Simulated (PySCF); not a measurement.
# C2H4F2 (1,1-difluoroethane) at 6 levels

Aim: a comparison of 6 runs (B2PLYP/6-311+G**, B3LYP/6-311+G**, BLYP/6-311+G**, M06-L/6-311+G**, revPBE/6-311+G**, wB97M-V/6-311+G**) of C2H4F2 (1,1-difluoroethane). The job is set up through a Python script.

Program for the calculation: PySCF 2.14.0.

1 further run of the same task is left out (set aside as unsound or not needed).

**1. The system as given**

The species is C2H4F2 (8 atoms), meant as a singlet with charge 0. SMILES: `CC(F)F`. The C2–H8 distance was set to 1.643 Å, away from the relaxed value. At this shape a bond of the SMILES string is far longer than usual.

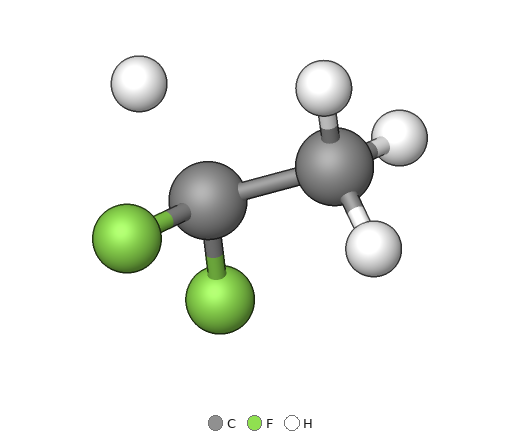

Viewed from a chosen angle; carbon grey, fluorine green, hydrogen white.

**2. The energy at B2PLYP/6-311+G(d,p) (run 1)**

The input, start.xyz:

```xyz
8
C2H4F2
C      0.480309     0.986682    -0.145536
C      0.425009    -0.509118    -0.177036
F      1.402509    -1.034318     0.610264
F      0.645209    -0.963018    -1.440736
H      1.458409     1.320982    -0.494236
H      0.319809     1.341882     0.872964
H     -0.293991     1.399682    -0.792836
H     -1.006100    -1.136400     0.329500
```

The input, input.py:

```python
from pyscf import gto, dft, mp

mol = gto.M(
    atom='start.xyz',
    basis='6-311+g**',
    charge=0,
    verbose=3,
    max_memory=1860,
)

calc0 = dft.RKS(mol, xc='0.53*HF + 0.47*B88, 0.73*LYP')
calc0.grids.level = 5
calc0.conv_tol = 1e-10
calc0.kernel()
if not calc0.converged:
    calc0 = calc0.newton().run(calc0.mo_coeff, calc0.mo_occ)

pt = mp.MP2(calc0, frozen=4).run()
e_final = calc0.e_tot + 0.27 * pt.e_corr
print('PT2 part  %.8f' % (0.27 * pt.e_corr))
print('Final energy', e_final)
```

Run with:

```console
$ OMP_NUM_THREADS=1 python input.py
```

What it wrote:

```text
converged SCF energy = -277.864937375235
E(RMP2) = -278.743256026386  E_corr = -0.878318651150466
E(SCS-RMP2) = -278.724392447687  E_corr = -0.85945507245105
PT2 part  -0.23714604
Final energy -278.10208341104607
```

Run time: 22 s. Hardware: 1 thread of Arm Neoverse V2, shared host; peak memory 0.59 GiB.

**3. The energy at B3LYP/6-311+G(d,p) (run 2)**

The input, run.py:

```python
from pyscf import gto, dft

mol = gto.Mole()
mol.atom = [
    ('C', (0.480309, 0.986682, -0.145536)),
    ('C', (0.425009, -0.509118, -0.177036)),
    ('F', (1.402509, -1.034318, 0.610264)),
    ('F', (0.645209, -0.963018, -1.440736)),
    ('H', (1.458409, 1.320982, -0.494236)),
    ('H', (0.319809, 1.341882, 0.872964)),
    ('H', (-0.293991, 1.399682, -0.792836)),
    ('H', (-1.006100, -1.136400, 0.329500)),
]
mol.max_memory = 1860
mol.verbose = 3
mol.basis = '6-311+g**'
mol.build()

mf = dft.RKS(mol, xc='b3lyp')
mf.grids.level = 5
mf.conv_tol = 1e-10
mf.kernel()
if not mf.converged:
    mf = mf.newton().run(mf.mo_coeff, mf.mo_occ)

etot = mf.e_tot
print('E(%s) = %.9f' % ('B3LYP', etot))
```

Run with:

```console
$ OMP_NUM_THREADS=1 python run.py
```

What it wrote:

```text
converged SCF energy = -278.3307163224
E(B3LYP) = -278.330716322
```

It took 21 s on 1 thread of Arm Neoverse V2, shared host; peak memory 0.59 GiB.

Run 3 isn't shown in full; the table further down has it.

**4. The energy at M06-L/6-311+G(d,p) (run 4)**

The input, job.py:

```python
from pyscf import gto, dft

mol = gto.Mole()
mol.atom = [
    ('C', (0.480309, 0.986682, -0.145536)),
    ('C', (0.425009, -0.509118, -0.177036)),
    ('F', (1.402509, -1.034318, 0.610264)),
    ('F', (0.645209, -0.963018, -1.440736)),
    ('H', (1.458409, 1.320982, -0.494236)),
    ('H', (0.319809, 1.341882, 0.872964)),
    ('H', (-0.293991, 1.399682, -0.792836)),
    ('H', (-1.006100, -1.136400, 0.329500)),
]
mol.verbose = 4
mol.basis = '6-311+g**'
mol.charge = 0
mol.max_memory = 1860
mol.build()

mf = dft.RKS(mol, xc='m06-l')
mf.grids.level = 5
mf.conv_tol = 1e-10
mf.kernel()
if not mf.converged:
    mf = mf.newton().run(mf.mo_coeff, mf.mo_occ)

e_tot = mf.e_tot
print('E = %.10f Eh' % e_tot)
```

Run with:

```console
$ OMP_NUM_THREADS=1 python job.py
```

What it wrote:

```text
PySCF version 2.14.0

[... 78 lines left out ...]
converged SCF energy = -278.282593019531
E = -278.2825930195 Eh
```

It took 48 s on 1 thread of Arm Neoverse V2, shared host; peak memory 0.62 GiB.

Run 5 isn't shown in full; the table further down has it.

**5. The energy at wB97M-V/6-311+G(d,p) (run 6)**

The input, run.py:

```python
from pyscf import gto, dft

mol = gto.Mole()
mol.atom = '''
C        0.480309       0.986682      -0.145536
C        0.425009      -0.509118      -0.177036
F        1.402509      -1.034318       0.610264
F        0.645209      -0.963018      -1.440736
H        1.458409       1.320982      -0.494236
H        0.319809       1.341882       0.872964
H       -0.293991       1.399682      -0.792836
H       -1.006100      -1.136400       0.329500
'''
mol.basis = '6-311+g**'
mol.max_memory = 1860
mol.verbose = 3
mol.build()

myscf = dft.RKS(mol, xc='wb97m-v')
myscf.conv_tol = 1e-10
myscf.grids.level = 5
myscf.nlcgrids.level = 1
myscf.kernel()
if not myscf.converged:
    myscf = myscf.newton().run(myscf.mo_coeff, myscf.mo_occ)

etot = myscf.e_tot
print(f'total energy: {etot:.8f} hartree')
```

Run with:

```console
$ OMP_NUM_THREADS=1 python run.py
```

What it wrote:

```text
converged SCF energy = -278.230034353477
total energy: -278.23003435 hartree
```

It took 100 s on 1 thread of Arm Neoverse V2, shared host; peak memory 0.65 GiB.

**6. Overview of the runs**

| run | level | frozen core orbitals | nlc grid | energy (Eh) | dipole moment (D) | HOMO energy (eV) | LUMO energy (eV) | wall time |
| --- | --- | --- | --- | --- | --- | --- | --- | --- |
| 1 | B2PLYP/6-311+G** | 4 | – | -278.102083 | 2.34 | -10.07 | 0.28 | 22 s |
| 2 | B3LYP/6-311+G** | – | – | -278.330716 | 2.22 | -8.61 | -1.17 | 21 s |
| 3 | BLYP/6-311+G** | – | – | -278.277084 | 2.11 | -7.33 | -1.75 | 22 s |
| 4 | M06-L/6-311+G** | – | – | -278.282593 | 2.12 | -7.64 | -1.42 | 48 s |
| 5 | revPBE/6-311+G** | – | – | -278.240887 | 2.07 | -7.32 | -1.69 | 22 s |
| 6 | wB97M-V/6-311+G** | – | 1 | -278.230034 | 2.24 | -11.02 | 0.83 | 100 s |

**7. Results**

| quantity | value |
| --- | --- |
| run 6: total energy | -278.23003 Eh |
| run 6: dipole moment | 2.24 D |
| run 6: HOMO energy | -11.02 eV |
| run 6: LUMO energy | 0.83 eV |
| run 6: HOMO–LUMO gap | 11.86 eV |

In words: The dipole moment (its size) runs from 2.07 D (revPBE/6-311+G**) to 2.34 D (B2PLYP/6-311+G**). A double hybrid's value is that of its SCF part. The HOMO–LUMO gap runs from 5.58 eV (BLYP/6-311+G**) to 11.86 eV (wB97M-V/6-311+G**). Totals of different functionals can't be ranked against each other. All runs together took 3.9 min, the longest 100 s.
